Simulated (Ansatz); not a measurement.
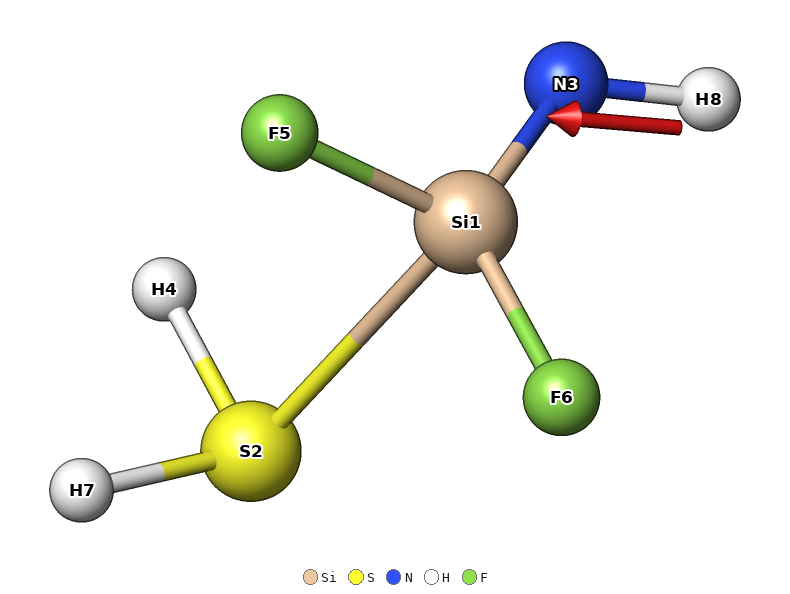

The arrows show one normal mode. Harmonic vibrations computed with RKS PBE0-D4/def2-TZVP (Ansatz 0.2.0) at a stationary point of the same level.

Describe the motion.

Answer. Mostly N–H stretching.

At what wavenumber does it lie?

Answer. 3697 cm⁻¹; it is mode 18 of 18 counted from the lowest.
